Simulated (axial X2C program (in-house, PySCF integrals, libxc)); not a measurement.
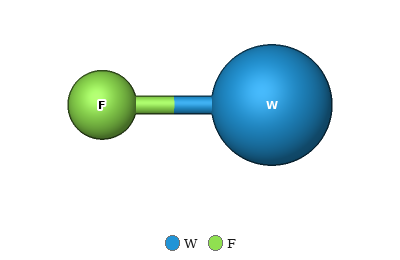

**Figure 1.** The molecule at the reference distance of 1.784 Å.

**Relativistic diatomic calculation, with input and output: WF⁺**

- system: WF⁺, single determinant with Ω = 3 (not the lowest found). The distance is the PBE0 minimum at charge 1.
- method: expectation values, HF and Kohn-Sham, two-component X2C with atomic mean-field Coulomb and Gaunt terms, W dyall-cv3z, F dyall-av3z (cores contracted) (axial X2C program (in-house, PySCF integrals, libxc))

**The program's output**
```
two-component X2C + atomic mean field  PBE0
basis functions 239  fitting functions 1166  grid points 5076
iter        total energy     max residual
   1     -16241.872328736     9.50e-06
   2     -16241.872328742     5.08e-06
   3     -16241.872328743     3.53e-06
converged
one-electron -22642.40307702  Coulomb 6555.64558389  exact exchange -83.30225875  xc functional -255.35028532  nuclear repulsion 197.55158210  atomic mean-field constant -14.01387366
```

**Expectation values by level of theory**

```
                                             quantity   PBE0      HF  BHandHLYP    PBE  B3LYP
effective field for an electron dipole moment (GV/cm)  −3.19  −0.318     −0.860  −5.72  −4.40
           field gradient at the first nucleus (a.u.)   1.65  −0.424       1.15   2.24   1.99
          field gradient at the second nucleus (a.u.)  0.811   0.757      0.776  0.792  0.777
                           A∥/gI, first nucleus (MHz)   2550    2220       2510   2630   2640
                          A∥/gI, second nucleus (MHz)   36.8    24.6       30.9   40.1   34.9
```

Each column comes from one determinant with 2 or more unpaired spinors, which can mix states, in a basis with contracted cores. The levels disagree widely: the effective field runs from −5.72 to −0.318 GV/cm and the field gradient at the first nucleus runs from −0.424 to 2.24 a.u. They may not all have settled in the same state, and these values aren't reliable properties of the molecule.

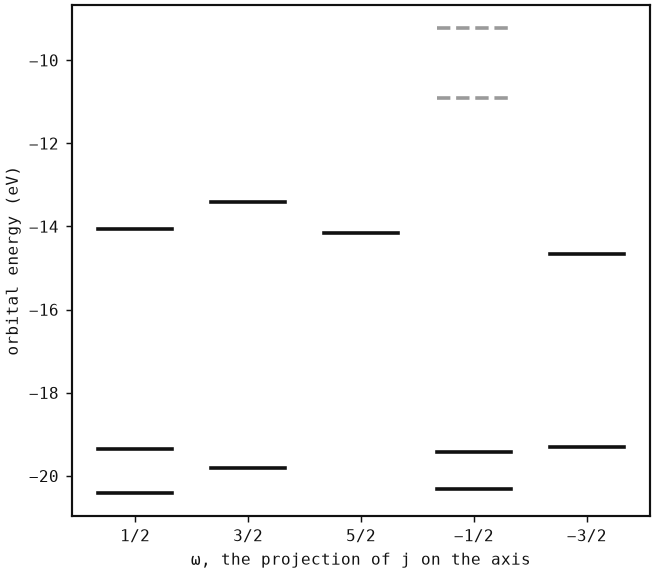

**Figure 2.** Orbital energies (PBE0) near the frontier at 1.78 Å, filled (solid) and empty (dashed). The highest filled spinor (3/2; 78 % W d, 12 % F p) lies at −13.41 eV, the lowest empty one (−1/2; 78 % W d, 10 % F p) at −10.91 eV.

**The input**
```
{"zs": [74, 9], "q": 1, "bas": ["dyall-cv3z", "dyall-av3z"], "r0": 2.01, "levels": ["PBE0", "HF", "BHandHLYP", "PBE", "B3LYP"], "nst": 3}
```

The line is the task of a batch: nuclear charges, charge, bases, the levels to run, a first guess of the distance and further settings. This report covers the levels named above. The log is that of the reference distance, started from orbitals converged before.

The run was one of a batch that the task file lists, launched with:
```bash
python <driver script> task.json out
```

**Summary**

| quantity | value |
| --- | --- |
| outcome | converged; the levels of theory disagree widely |
| hardware | 1 thread of Arm Neoverse N1, 54 GiB of memory available, shared host |
| wall time | 11 s |
| peak memory | 0.45 GiB |
